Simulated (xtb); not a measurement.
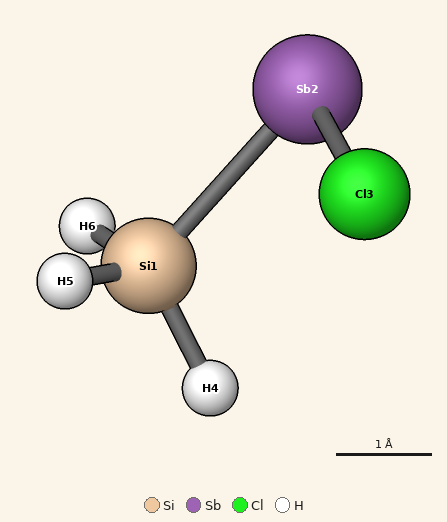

**Figure 1.** The input geometry (ball-and-stick view, seen at a tilt; atoms are numbered from 1 in the order of the input). Sticks mark near contacts. Bond lengths as drawn: Cl–Sb 2.39 Å, H–Si 1.24 to 1.46 Å and Sb–Si 2.58 Å.

## Geometry relaxation of SiSbH3Cl (part 1 of 3)

The run: geometry relaxation of SiSbH3Cl, multiplicity 2, SMILES [SiH3][Sb][Cl]. Method and program: GFN1-xTB (xtb 6.7.1).

The program's output
```
* xtb version 6.7.1
   ID    Z sym.   atoms
    1   14 Si     1
    2   51 Sb     2
    3   17 Cl     3
    4    1 H      4-6

           -------------------------------------------------
          |                Calculation Setup                |
           -------------------------------------------------

          program call               : xtb input.xyz --opt lax --molden --gfn 1
          coordinate file            : input.xyz
          omp threads                :                     1

           -------------------------------------------------
          |                 G F N 1 - x T B                 |
           -------------------------------------------------

      * Hamiltonian:
        H0-scaling (s, p, d)           1.850000    2.250000    2.000000
        zeta-weighting                 0.000000
      * Dispersion:
        s8                             2.400000
        a1                             0.630000
        a2                             5.000000
        s9                             0.000000
      * Repulsion:
        kExp                           1.500000
        rExp                           1.000000
      * Coulomb:
        alpha                          2.000000
        third order                    atomic
        anisotropic                    false
      * Halogen bond correction:
        rad-scale                      1.300000
        damping                        0.440000

          ...................................................
          :                      SETUP                      :
          :.................................................:
          :  # basis functions                  36          :
          :  # atomic orbitals                  33          :
          :  # shells                           15          :
          :  # electrons                        19          :
          :  # halogen bonds                     0          :
          :  max. iterations                   250          :
          :  Hamiltonian                  GFN1-xTB          :
          :  restarted?                      false          :
          :  GBSA solvation                  false          :
          :  PC potential                    false          :
          :  electronic temp.          300.0000000     K    :
          :  accuracy                    1.0000000          :
          :  -> integral cutoff          0.2500000E+02      :
          :  -> integral neglect         0.1000000E-07      :
          :  -> SCF convergence          0.1000000E-05 Eh   :
          :  -> wf. convergence          0.2000000E-04 e    :
          :  Broyden damping             0.4000000          :
          :  net charge                          0          :
          :  unpaired electrons                  1          :
          ...................................................

 iter      E             dE          RMSdq      gap      omega  full diag
   1    -10.2693096 -0.102693E+02  0.449E+00    2.42       0.0  T
   2    -10.2770192 -0.770960E-02  0.231E+00    2.71       1.0  T
   3    -10.2710360  0.598316E-02  0.195E+00    2.36       1.0  T
   4    -10.2873141 -0.162781E-01  0.292E-01    2.54       1.0  T
   5    -10.2874772 -0.163084E-03  0.518E-02    2.55       1.0  T
   6    -10.2874813 -0.408864E-05  0.162E-02    2.56       2.5  T
   7    -10.2874814 -0.514302E-07  0.504E-03    2.56       8.1  T
   8    -10.2874815 -0.905732E-07  0.940E-04    2.56      43.4  T
   9    -10.2874815 -0.304034E-08  0.493E-05    2.56     828.5  T
  10    -10.2874815  0.645528E-11  0.480E-05    2.56     851.3  T

   *** convergence criteria satisfied after 10 iterations ***

         #    Occupation            Energy/Eh            Energy/eV
      -------------------------------------------------------------
         1        2.0000           -0.9030276             -24.5726
       ...           ...                  ...                  ...
         4        2.0000           -0.4939478             -13.4410
         5        2.0000           -0.4861191             -13.2280
         6        2.0000           -0.4821570             -13.1202
         7        2.0000           -0.4801498             -13.0655
         8        2.0000           -0.4789190             -13.0320
         9        2.0000           -0.4045963             -11.0096
        10        1.0000           -0.3579166              -9.7394 (HOMO)
        11                         -0.2640020              -7.1839 (LUMO)
        12                         -0.2178192              -5.9272
        13                         -0.2066219              -5.6225
        14                         -0.1921129              -5.2277
        15                         -0.1453757              -3.9559
       ...                                ...                  ...
        33                          2.6244487              71.4149
      -------------------------------------------------------------
                  HL-Gap            0.0939146 Eh            2.5555 eV
             Fermi-level           -0.3461079 Eh           -9.4181 eV

 SCC (total)                   0 d,  0 h,  0 min,  0.008 sec
 SCC setup                      ...        0 min,  0.000 sec (  1.624%)
 Dispersion                     ...        0 min,  0.000 sec (  0.436%)
 classical contributions        ...        0 min,  0.000 sec (  0.224%)
 integral evaluation            ...        0 min,  0.002 sec ( 26.269%)
 iterations                     ...        0 min,  0.003 sec ( 30.244%)
 molecular gradient             ...        0 min,  0.003 sec ( 39.310%)
 printout                       ...        0 min,  0.000 sec (  1.659%)

         :::::::::::::::::::::::::::::::::::::::::::::::::::::
         ::                     SUMMARY                     ::
         :::::::::::::::::::::::::::::::::::::::::::::::::::::
         :: total energy             -10.219799230323 Eh    ::
         :: gradient norm              0.208666472709 Eh/a0 ::
         :: HOMO-LUMO gap              2.555546660565 eV    ::
         ::.................................................::
         :: SCC energy               -10.287481454416 Eh    ::
         :: -> electrostatic           0.013251058645 Eh    ::
         :: repulsion energy           0.069996638103 Eh    ::
         :: dispersion energy         -0.002314414010 Eh    ::
         :: halogen bond corr.         0.000000000000 Eh    ::
         :: add. restraining           0.000000000000 Eh    ::
         :: total charge              -0.000000000000 e     ::
         :::::::::::::::::::::::::::::::::::::::::::::::::::::

      -----------------------------------------------------------
     |                   =====================                   |
     |                        A N C O P T                        |
     |                   =====================                   |
     |               Approximate Normal Coordinate               |
     |                Rational Function Optimizer                |
      -----------------------------------------------------------
      -----------------------------------------------------------
     |                   =====================                   |
     |                        A N C O P T                        |
     |                   =====================                   |
     |               Approximate Normal Coordinate               |
     |                Rational Function Optimizer                |
      -----------------------------------------------------------

          ...................................................
          :                      SETUP                      :
          :.................................................:
          :   optimization level               lax          :
          :   max. optcycles                   200          :
          :   ANC micro-cycles                  20          :
          :   degrees of freedom                12          :
          :.................................................:
          :   RF solver                   davidson          :
          :   write xtbopt.log                true          :
          :   linear?                        false          :
          :   energy convergence         0.2000000E-04 Eh   :
          :   grad. convergence          0.2500000E-02 Eh/α :
          :   maxmium RF displ.          1.0000000          :
          :   Hlow (freq-cutoff)         0.1000000E-01      :
          :   Hmax (freq-cutoff)         5.0000000          :
          :   S6 in model hess.         20.0000000          :
          ...................................................

generating ANC from exact Hessian ...
Using Lindh-Hessian (1995)
 Shifting diagonal of input Hessian by    1.0539786099279256E-002
 Lowest  eigenvalues of input Hessian
    0.010000    0.000000    0.000000    0.000000    0.000000    0.000000
    0.000000    0.011113    0.011776    0.012458    0.026320    0.038057
    0.073718    0.074455    0.080008    0.405629    0.610491    1.204608
 Highest eigenvalues
    0.073718    0.074455    0.080008    0.405629    0.610491    1.204608

........................................................................
.............................. CYCLE    1 ..............................
........................................................................

 iter      E             dE          RMSdq      gap      omega  full diag
   1    -10.2874815 -0.102875E+02  0.195E-06    2.56       0.0  T
   2    -10.2874815 -0.159872E-13  0.740E-07    2.56   55135.3  T
   3    -10.2874815  0.532907E-14  0.707E-07    2.56   57716.0  T
     SCC iter.                  ...        0 min,  0.001 sec
     gradient                   ...        0 min,  0.003 sec
 * total energy  :   -10.2197992 Eh     change       -0.8560264E-11 Eh
   gradient norm :     0.2086663 Eh/α   predicted     0.0000000E+00 (-100.00%)
   displ. norm   :     0.2726628 α      lambda       -0.4016212E-01
   maximum displ.:     0.1646024 α      in ANC's #12, #6, #9, ...

........................................................................
.............................. CYCLE    2 ..............................
........................................................................

 iter      E             dE          RMSdq      gap      omega  full diag
   1    -10.2880671 -0.102881E+02  0.396E-01    2.72       0.0  T
   2    -10.2886799 -0.612867E-03  0.213E-01    2.77       1.0  T
   3    -10.2888011 -0.121151E-03  0.120E-01    2.72       1.0  T
   4    -10.2888979 -0.968427E-04  0.350E-02    2.74       1.2  T
   5    -10.2888980 -0.407114E-07  0.925E-03    2.74       4.4  T
   6    -10.2888982 -0.218954E-06  0.527E-04    2.74      77.5  T
   7    -10.2888982 -0.286857E-09  0.176E-04    2.74     231.8  T
   8    -10.2888982 -0.175628E-10  0.206E-05    2.74    1982.0  T
     SCC iter.                  ...        0 min,  0.002 sec
     gradient                   ...        0 min,  0.003 sec
 * total energy  :   -10.2409110 Eh     change       -0.2111172E-01 Eh
   gradient norm :     0.0577651 Eh/α   predicted    -0.2157398E-01 (   2.19%)
   displ. norm   :     0.5574101 α      lambda       -0.2146480E-01
   maximum displ.:     0.4663461 α      in ANC's #5, #6, #12, ...

........................................................................
.............................. CYCLE    3 ..............................
........................................................................

 iter      E             dE          RMSdq      gap      omega  full diag
   1    -10.2637760 -0.102638E+02  0.487E-01    2.40       0.0  T
   2    -10.2638960 -0.120006E-03  0.254E-01    2.45       1.0  T
   3    -10.2639153 -0.192975E-04  0.203E-01    2.41       1.0  T
   4    -10.2641066 -0.191304E-03  0.278E-02    2.43       1.5  T
   5    -10.2641073 -0.726690E-06  0.136E-02    2.43       3.0  T
   6    -10.2641077 -0.407254E-06  0.215E-03    2.43      19.0  T
   7    -10.2641077 -0.166931E-07  0.576E-05    2.43     709.2  T
   8    -10.2641077 -0.196643E-10  0.878E-06    2.43    4647.6  T
     SCC iter.                  ...        0 min,  0.001 sec
     gradient                   ...        0 min,  0.003 sec
 * total energy  :   -10.2375212 Eh     change        0.3389770E-02 Eh
   gradient norm :     0.0476808 Eh/α   predicted    -0.1406702E-01 (-514.98%)
   displ. norm   :     0.2741023 α      lambda       -0.1147544E-01
   maximum displ.:     0.2071293 α      in ANC's #5, #6, #3, ...

........................................................................
.............................. CYCLE    4 ..............................
........................................................................

 iter      E             dE          RMSdq      gap      omega  full diag
   1    -10.2776852 -0.102777E+02  0.227E-01    2.64       0.0  T
   2    -10.2777477 -0.625438E-04  0.100E-01    2.62       1.0  T
   3    -10.2777405  0.721038E-05  0.619E-02    2.63       1.0  T
   4    -10.2777558 -0.152770E-04  0.206E-02    2.62       2.0  T
   5    -10.2777581 -0.227951E-05  0.430E-03    2.62       9.5  T
   6    -10.2777581 -0.989733E-08  0.149E-03    2.62      27.3  T
   7    -10.2777581 -0.589456E-08  0.297E-05    2.62    1373.5  T
   8    -10.2777581 -0.344080E-11  0.494E-06    2.62    8269.1  T
     SCC iter.                  ...        0 min,  0.001 sec
     gradient                   ...        0 min,  0.003 sec
 * total energy  :   -10.2452159 Eh     change       -0.7694743E-02 Eh
   gradient norm :     0.0166697 Eh/α   predicted    -0.6168812E-02 ( -19.83%)
   displ. norm   :     0.1601399 α      lambda       -0.1837037E-02
   maximum displ.:     0.1156408 α      in ANC's #5, #6, #3, ...

........................................................................
.............................. CYCLE    5 ..............................
........................................................................

 iter      E             dE          RMSdq      gap      omega  full diag
   1    -10.2821395 -0.102821E+02  0.107E-01    2.56       0.0  T
   2    -10.2821470 -0.750506E-05  0.838E-02    2.58       1.0  T
   3    -10.2821703 -0.232520E-04  0.430E-02    2.57       1.0  T
   4    -10.2821719 -0.163203E-05  0.137E-03    2.57      29.7  T
   5    -10.2821719 -0.831022E-08  0.243E-04    2.57     168.1  T
   6    -10.2821719 -0.767297E-10  0.317E-05    2.57    1289.0  T
   7    -10.2821719 -0.238565E-11  0.890E-06    2.57    4589.0  T
     SCC iter.                  ...        0 min,  0.001 sec
     gradient                   ...        0 min,  0.003 sec
 * total energy  :   -10.2454475 Eh     change       -0.2315583E-03 Eh
   gradient norm :     0.0156321 Eh/α   predicted    -0.9420747E-03 ( 306.84%)
   displ. norm   :     0.0929156 α      lambda       -0.1205560E-02
   maximum displ.:     0.0712842 α      in ANC's #9, #6, #2, ...

........................................................................
.............................. CYCLE    6 ..............................
........................................................................

 iter      E             dE          RMSdq      gap      omega  full diag
   1    -10.2816391 -0.102816E+02  0.169E-01    2.78       0.0  T
   2    -10.2817010 -0.618801E-04  0.105E-01    2.74       1.0  T
   3    -10.2817903 -0.893334E-04  0.319E-02    2.76       1.3  T
   4    -10.2817940 -0.366934E-05  0.122E-02    2.75       3.3  T
   5    -10.2817942 -0.238667E-06  0.168E-03    2.75      24.2  T
   6    -10.2817942 -0.416201E-08  0.485E-04    2.75      84.3  T
   7    -10.2817942 -0.456684E-09  0.169E-05    2.75    2418.9  T
   8    -10.2817942 -0.577316E-12  0.347E-06    2.75   11779.4  T
     SCC iter.                  ...        0 min,  0.001 sec
     gradient                   ...        0 min,  0.003 sec
 * total energy  :   -10.2457196 Eh     change       -0.2720728E-03 Eh
   gradient norm :     0.0116310 Eh/α   predicted    -0.6079815E-03 ( 123.46%)
   displ. norm   :     0.0748806 α      lambda       -0.5952967E-03
   maximum displ.:     0.0470107 α      in ANC's #9, #3, #2, ...

........................................................................
.............................. CYCLE    7 ..............................
........................................................................

 iter      E             dE          RMSdq      gap      omega  full diag
   1    -10.2797586 -0.102798E+02  0.119E-01    2.61       0.0  T
   2    -10.2797895 -0.309516E-04  0.499E-02    2.63       1.0  T
   3    -10.2798036 -0.140969E-04  0.314E-02    2.62       1.3  T
   4    -10.2798088 -0.513720E-05  0.768E-03    2.62       5.3  T
   5    -10.2798089 -0.106149E-06  0.110E-03    2.62      37.2  T
   6    -10.2798089 -0.665663E-09  0.567E-04    2.62      72.0  T
   7    -10.2798089 -0.675360E-09  0.164E-05    2.62    2489.4  T
   8    -10.2798089 -0.561329E-12  0.175E-06    2.62   23317.7  T
     SCC iter.                  ...        0 min,  0.001 sec
     gradient                   ...        0 min,  0.003 sec
 * total energy  :   -10.2458762 Eh     change       -0.1566327E-03 Eh
   gradient norm :     0.0059870 Eh/α   predicted    -0.2993164E-03 (  91.09%)
   displ. norm   :     0.0625608 α      lambda       -0.1711476E-03
   maximum displ.:     0.0480071 α      in ANC's #3, #2, #6, ...

........................................................................
.............................. CYCLE    8 ..............................
........................................................................
```
